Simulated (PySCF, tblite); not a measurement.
# C₃H₉FSSi: geometry, infrared bands and NMR shifts

Wanted: the infrared bands and NMR shifts of C₃H₉FSSi (`FC[SiH2]CCS`), by calculation.

Computed with tblite 0.8.0 and PySCF 2.14.0, with density-fitted response routines of our own, on a single molecule in the gas phase. Atoms are numbered from 0 throughout.

### 1 Starting geometry

15 atoms, charge 0, multiplicity 1; geometry from: force field or distance geometry start.

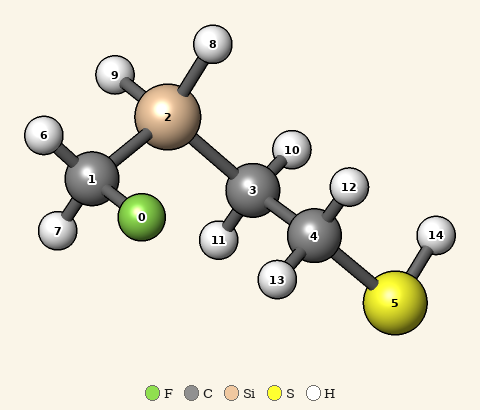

As it starts; fluorine green, carbon grey, silicon light orange, sulfur yellow, hydrogen white, atoms numbered; sticks join atoms by distance.

### 2 Geometry optimisation with GFN2-xTB

The job: settings as JSON, then the geometry in Å.

```
{"job": {"kind": "relax", "xc": "GFN2-xTB", "basis": "xTB"}, "charge": 0, "multiplicity": 1}
F     -1.989800    -1.220100     0.755400
C     -2.252300     0.004700     0.187100
Si    -0.779600     1.094300     0.465400
C      0.778300     0.390900    -0.300100
C      1.196100    -0.971800     0.286100
S      2.733600    -1.533100    -0.506500
H     -3.150800     0.403100     0.660200
H     -2.444800    -0.156100    -0.861100
H     -0.549900     1.330000     1.913000
H     -1.044800     2.427600    -0.148000
H      1.576300     1.116100    -0.139900
H      0.617500     0.297400    -1.372200
H      1.356400    -0.911200     1.370200
H      0.435000    -1.731000     0.092900
H      3.514200    -0.532800    -0.043300
```

Run with:

```sh
> OMP_NUM_THREADS=1 python probes_run.py task.json out
```

This one command runs all jobs of the session in turn.

The log of the run:

```text
step      E/eV     max force
  0    -563.12858    2.090
  1    -563.19727    0.894
  2    -563.22052    0.276
  3    -563.22895    0.286
  4    -563.24052    0.254
  5    -563.24483    0.179
  6    -563.24676    0.097
  7    -563.24757    0.074
  8    -563.24850    0.085
  9    -563.24956    0.098
 10    -563.25043    0.067
 11    -563.25097    0.059
 12    -563.25134    0.054
 13    -563.25165    0.053
 14    -563.25193    0.045
 15    -563.25220    0.043
 16    -563.25247    0.039
 17    -563.25276    0.042
 18    -563.25301    0.035
 19    -563.25318    0.032
 20    -563.25331    0.026
 21    -563.25344    0.032
 22    -563.25355    0.032
 23    -563.25365    0.022
 24    -563.25374    0.024
 25    -563.25384    0.028
 26    -563.25399    0.045
 27    -563.25416    0.042
 28    -563.25429    0.029
 29    -563.25439    0.029
 30    -563.25450    0.031
 31    -563.25461    0.044
 32    -563.25470    0.034
 33    -563.25475    0.014
 34    -563.25477    0.016
 35    -563.25480    0.018
 36    -563.25486    0.032
 37    -563.25493    0.037
 38    -563.25502    0.028
 39    -563.25513    0.025
 40    -563.25524    0.026
 41    -563.25536    0.035
 42    -563.25549    0.038
 43    -563.25559    0.027
 44    -563.25568    0.022
 45    -563.25576    0.023
 46    -563.25585    0.020
 47    -563.25594    0.026
 48    -563.25600    0.020
 49    -563.25604    0.012
 50    -563.25606    0.012
 51    -563.25608    0.015
 52    -563.25611    0.018
 53    -563.25614    0.015
 54    -563.25616    0.014
 55    -563.25619    0.012
 56    -563.25622    0.012
 57    -563.25624    0.013
 58    -563.25626    0.010
```

Run time: 0.58 s. Hardware: 1 thread of Arm Neoverse N1, shared host; peak memory 0.18 GiB.

Step by step: (not every step is listed)

| step | energy from step 0 (eV) | largest force (eV/Å) |
| --- | --- | --- |
| 0 | 0.0000 | 2.0897 |
| 1 | -0.0687 | 0.8935 |
| 2 | -0.0919 | 0.2759 |
| 3 | -0.1004 | 0.2861 |
| 4 | -0.1119 | 0.2540 |
| 5 | -0.1162 | 0.1791 |
| 6 | -0.1182 | 0.0972 |
| 7 | -0.1190 | 0.0743 |
| 8 | -0.1199 | 0.0846 |
| 12 | -0.1228 | 0.0538 |
| 16 | -0.1239 | 0.0388 |
| 20 | -0.1247 | 0.0262 |
| 24 | -0.1252 | 0.0244 |
| 28 | -0.1257 | 0.0288 |
| 32 | -0.1261 | 0.0340 |
| 36 | -0.1263 | 0.0316 |
| 40 | -0.1267 | 0.0265 |
| 44 | -0.1271 | 0.0223 |
| 48 | -0.1274 | 0.0201 |
| 52 | -0.1275 | 0.0184 |
| 53 | -0.1276 | 0.0154 |
| 54 | -0.1276 | 0.0142 |
| 55 | -0.1276 | 0.0122 |
| 56 | -0.1276 | 0.0120 |
| 57 | -0.1277 | 0.0130 |
| 58 | -0.1277 | 0.0099 |

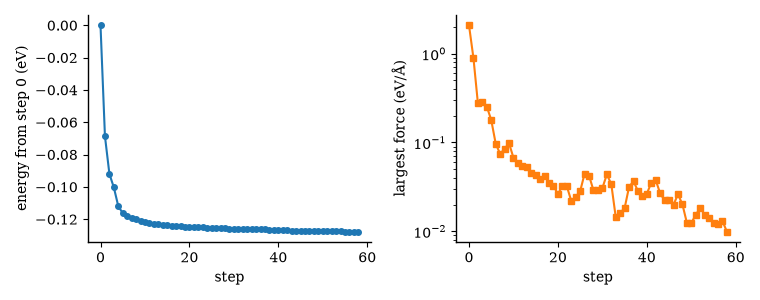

Energy and largest force along the relaxation.

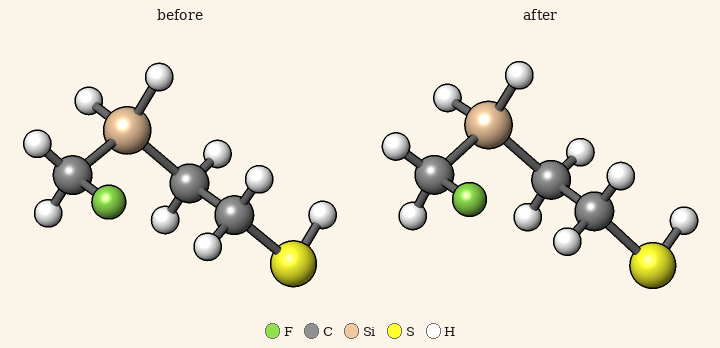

Before and after, at one scale.

Close pairs (by a distance rule), those that changed most:

| bond | before (Å) | after (Å) | change (Å) |
| --- | --- | --- | --- |
| C1–Si2 | 1.853 | 1.920 | +0.067 |
| Si2–C3 | 1.873 | 1.907 | +0.034 |
| Si2–H9 | 1.491 | 1.465 | -0.026 |
| C3–C4 | 1.541 | 1.518 | -0.023 |
| Si2–H8 | 1.485 | 1.465 | -0.020 |
| S5–H14 | 1.351 | 1.333 | -0.018 |
| C1–H7 | 1.078 | 1.094 | +0.016 |
| C4–S5 | 1.819 | 1.833 | +0.014 |

The final coordinates are the input of the step that follows.

### 3 Vibrational analysis with GFN2-xTB

The job: settings as JSON, then the geometry in Å.

```
{"job": {"kind": "ir", "xc": "GFN2-xTB", "basis": "xTB"}, "charge": 0, "multiplicity": 1}
F     -2.022954    -1.232775     0.808927
C     -2.240467    -0.020355     0.181063
Si    -0.768353     1.168080     0.509511
C      0.804137     0.440648    -0.287304
C      1.190076    -0.908545     0.290715
S      2.676057    -1.614401    -0.517038
H     -3.183986     0.362486     0.576895
H     -2.380296    -0.245933    -0.879753
H     -0.597976     1.298364     1.958392
H     -1.103223     2.446409    -0.123005
H      1.632165     1.140359    -0.151525
H      0.662926     0.334298    -1.365233
H      1.394027    -0.847852     1.359002
H      0.413785    -1.652802     0.123268
H      3.519670    -0.659991    -0.124589
```

The log of the run:

```text
mode    cm-1     km/mol
  1      46.2      1.82
  2      68.0      0.41
  3      71.8      6.35
  4     151.9      1.90
  5     185.7      2.50
  6     215.7     34.71
  7     255.6      8.28
  8     289.8      9.19
  9     480.2     76.22
 10     574.8      6.25
 11     646.5     88.93
 12     676.8     11.89
 13     710.7      9.74
 14     726.7     16.96
 15     735.6     51.44
 16     762.6    148.71
 17     792.5    187.05
 18     802.8    163.95
 19     925.5     16.21
 20    1025.3     42.47
 21    1062.6     27.10
 22    1106.8     13.10
 23    1203.0     20.01
 24    1212.5     10.59
 25    1252.6      8.11
 26    1276.8      0.95
 27    1288.8     36.02
 28    1445.6      1.62
 29    1449.8      1.24
 30    1475.7      1.17
 31    2259.2    338.82
 32    2262.9    236.49
 33    2422.6    136.19
 34    2948.6     31.64
 35    2961.0     24.69
 36    2963.3     32.49
 37    2977.2      9.47
 38    2989.4     25.60
 39    3023.2      6.43
```

Wall time 0.76 s (1 thread of Arm Neoverse N1, shared host); peak memory 0.18 GiB.

The strongest bands and the atoms that carry them (share of the mass-weighted mode):

| cm⁻¹ | km/mol | atoms |
| --- | --- | --- |
| 480 | 76.2 | H9 36 %, Si2 27 %, H8 23 % |
| 646 | 88.9 | H9 33 %, H8 27 %, H6 13 %, C1 13 % |
| 763 | 148.7 | H9 24 %, H8 21 % |
| 792 | 187.1 | H14 34 %, Si2 12 % |
| 803 | 163.9 | Si2 21 %, C3 19 % |
| 2259 | 338.8 | H9 96 % |
| 2263 | 236.5 | H8 96 % |
| 2423 | 136.2 | H14 97 % |

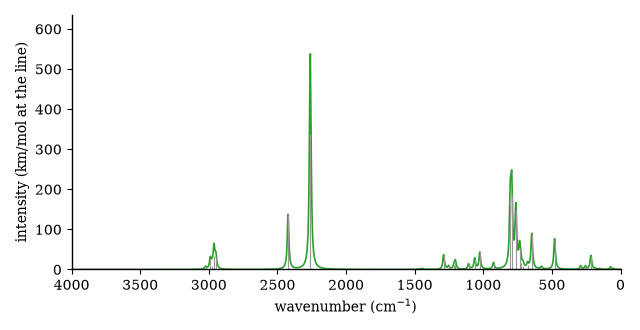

The infrared spectrum from these modes, unscaled. Lines are broadened to a width of 14 cm⁻¹ (Lorentzian).

### 4 NMR shieldings: PBE0/pcSseg-1

The job, as its differences from that of step 3:

```diff
@@ -1,2 +1,2 @@
-{"job": {"kind": "ir", "xc": "GFN2-xTB", "basis": "xTB"}, "charge": 0, "multiplicity": 1}
+{"job": {"kind": "nmr", "xc": "PBE0", "basis": "pcSseg-1"}, "charge": 0, "multiplicity": 1}
 F     -2.022954    -1.232775     0.808927
```

Method: GIAO PBE0/pcSseg-1 NMR shielding, non-relativistic, gas phase.

The log of the run:

```text
coarse grid: 13176 points
cycle   1  E = -906.6006344046  dE =  3.208e-01  |g| = 4.917e-01  |ddm| = 3.325e+00
cycle   2  E = -906.5771191586  dE =  2.352e-02  |g| = 6.503e-01  |ddm| = 8.763e-01
cycle   3  E = -906.6487599859  dE = -7.164e-02  |g| = 6.176e-02  |ddm| = 4.826e-01
cycle   4  E = -906.6494061748  dE = -6.462e-04  |g| = 2.540e-02  |ddm| = 7.495e-02
cycle   5  E = -906.6495414564  dE = -1.353e-04  |g| = 4.475e-03  |ddm| = 2.475e-02
cycle   6  E = -906.6495456224  dE = -4.166e-06  |g| = 1.585e-03  |ddm| = 5.660e-03
final grid: 117248 points
cycle   7  E = -906.6939467442  dE = -2.721e-05  |g| = 9.691e-03  |ddm| = 2.347e-02
cycle   8  E = -906.6939292088  dE =  1.754e-05  |g| = 1.306e-02  |ddm| = 1.860e-02
cycle   9  E = -906.6939688149  dE = -3.961e-05  |g| = 8.373e-04  |ddm| = 1.099e-02
cycle  10  E = -906.6939689477  dE = -1.327e-07  |g| = 2.065e-04  |ddm| = 8.963e-04
cycle  11  E = -906.6939689558  dE = -8.191e-09  |g| = 4.231e-05  |ddm| = 1.801e-04
cycle  12  E = -906.6939689562  dE = -3.679e-10  |g| = 1.613e-05  |ddm| = 5.380e-05
converged SCF energy = -906.6939689562

GIAO shielding tensors (ppm)
atom      isotropic    diamagn.    paramagn.     s11        s22        s33       span
  0 F      470.909     475.114      -4.206    409.755    487.682    515.289    105.534
  1 C      107.030     246.798    -139.768     57.043     85.082    178.965    121.922
  2 Si     398.165     880.196    -482.031    360.371    405.322    428.802     68.432
  3 C      163.368     253.527     -90.159    148.231    158.140    183.733     35.502
  4 C      157.621     248.259     -90.638    137.300    161.180    174.383     37.083
  5 S      537.308    1054.027    -516.718    349.727    487.829    774.369    424.642
  6 H       26.618      27.667      -1.049     22.080     26.357     31.418      9.339
  7 H       26.657      29.748      -3.091     22.637     26.241     31.092      8.455
  8 H       27.530      29.331      -1.801     24.206     25.773     32.611      8.405
  9 H       27.705      29.109      -1.404     24.197     25.600     33.319      9.122
 10 H       30.819      32.458      -1.638     25.947     30.852     35.658      9.711
 11 H       30.246      32.302      -2.056     26.377     29.772     34.589      8.211
 12 H       28.828      30.989      -2.161     21.816     30.153     34.514     12.698
 13 H       29.240      31.058      -1.818     21.880     29.731     36.109     14.228
 14 H       30.119      29.588       0.532     23.425     28.558     38.375     14.950
```

Wall time 35 s (1 thread of Arm Neoverse N1, shared host); peak memory 0.84 GiB.

The references, computed at this level on geometries of the same kind, shield at (ppm): 1H TMS 31.72, 13C TMS 186.9, 29Si TMS 349.2, 19F CFCl3 170.9, 33S CS2 504. Their shielding less the atom's gives the shift. The references are single molecules in the gas phase, so shifts against H2O, NH3, PH3, H3PO4 or CFCl3 are not on the usual liquid scales and can be off by tens of ppm. Atoms listed in one row are averaged.

| atoms | environment | σ (ppm) | δ (ppm) | δ scaled to CDCl3 |
| --- | --- | --- | --- | --- |
| C1 | sp3 CH2 bonded to F and Si | 107.0 | 79.9 | 76.1 |
| C4 | sp3 CH2 bonded to S | 157.6 | 29.3 | 22.3 |
| C3 | sp3 CH2 bonded to Si | 163.4 | 23.6 | 21.1 |
| H6, H7 | hydrogen on an sp3 CH2 bonded to F and Si | 26.64 | 5.08 | 4.89 |
| H8, H9 | hydrogen on a silicon bonded to 2 C | 27.62 | 4.10 | – |
| H12, H13 | hydrogen on an sp3 CH2 bonded to S | 29.03 | 2.68 | 2.63 |
| H14 | hydrogen on a thiol sulfur | 30.12 | 1.60 | – |
| H10, H11 | hydrogen on an sp3 CH2 bonded to Si | 30.53 | 1.18 | 1.22 |
| F0 | fluorine on an sp3 carbon | 470.9 | -300.0 | – |
| Si2 | silicon bonded to 2 C, 2 H | 398.2 | -49.0 | – |
| S5 | thiol sulfur | 537 | -34 | – |

The scaled column applies a straight-line fit of computed shieldings to shifts measured in CDCl3, with any fitted terms for Cl, Br or S neighbours, and one for carbons that bear F (root-mean-square error 0.16 ppm for H, 1.9 ppm for C).

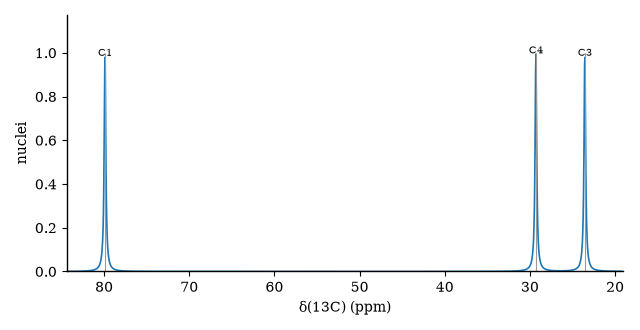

13C lines at the computed shifts, without couplings. Lines are broadened to a width of 0.23 ppm (Lorentzian).

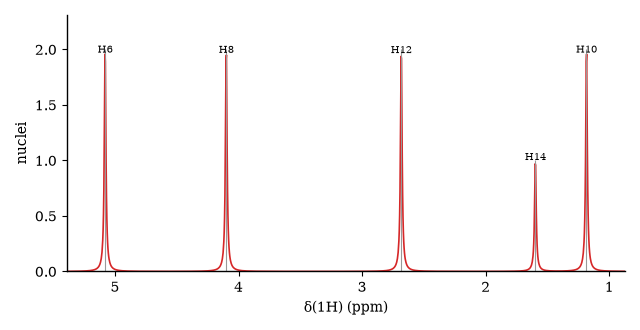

1H lines at the computed shifts, without couplings. Lines are broadened to a width of 0.02 ppm (Lorentzian).

The run also stored atomic charges by several schemes (e):

| atoms | Mulliken | IAO | Hirshfeld | ESP fit |
| --- | --- | --- | --- | --- |
| F0 | -0.35 | -0.33 | -0.12 | -0.28 |
| C1 | -0.15 | -0.24 | -0.07 | -0.01 |
| Si2 | 0.63 | 0.75 | 0.35 | 0.34 |
| C3 | -0.52 | -0.53 | -0.16 | 0.04 |
| C4 | -0.37 | -0.32 | -0.07 | -0.13 |
| S5 | -0.13 | -0.08 | -0.07 | -0.38 |

IAO charges:

F0 -0.33; C1 -0.24; Si2 0.75; C3 -0.53; C4 -0.32; S5 -0.08; H6 0.15; H7 0.15; H8 -0.12; H9 -0.12; H10 0.15; H11 0.15; H12 0.15; H13 0.17; H14 0.08

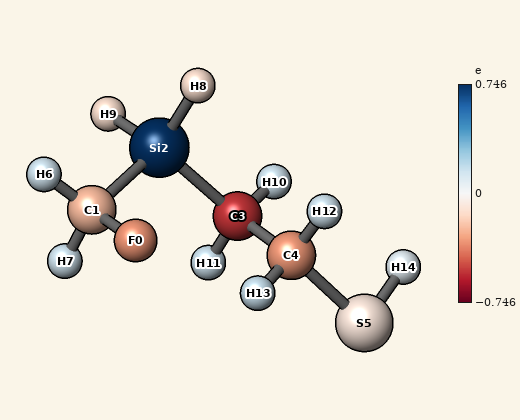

IAO charges, as colours on the atoms.

Mayer bond orders: F0–C1 0.83, C1–Si2 0.90, Si2–C3 0.91, C3–C4 1.01, C4–S5 1.02.

### 5 Summary of results

| quantity | value |
| --- | --- |
| strongest single infrared mode (GFN2-xTB) | 2259 cm⁻¹, 339 km/mol |
| zero-point energy (GFN2-xTB) | 68.2 kcal/mol |
| 13C shifts against TMS (PBE0/pcSseg-1) | 79.9, 29.3, 23.6 ppm |
| 1H shifts against TMS (PBE0/pcSseg-1, means over atoms taken as alike) | 5.08, 4.10, 2.68, 1.60, 1.18 ppm |
| 19F shifts against CFCl3 (PBE0/pcSseg-1) | -300.0 ppm |
| 29Si shifts against TMS (PBE0/pcSseg-1) | -49.0 ppm |
| 33S shifts against CS2 (PBE0/pcSseg-1) | -34 ppm |

**Reading.** Relaxing lowered the energy by 0.128 eV in 58 steps; the close pair that moved most is C1–Si2, from 1.853 to 1.920 Å. All 39 modes are real, so the xTB geometry is a minimum. GFN2-xTB is a fitted tight-binding method: band positions and strengths are rough. Its intensities can rank the bands wrongly. The most deshielded carbon is C1 (sp3 CH2 bonded to F and Si), at 79.9 ppm: pulled downfield by the heteroatom. The most deshielded hydrogen is H6, H7 (mean) (hydrogen on an sp3 CH2 bonded to F and Si), at 5.08 ppm: its carbon carries F, which withdraws density. At PBE0/pcSseg-1: Shielding is most anisotropic at S5 (span 425 ppm, paramagnetic term -517 ppm).
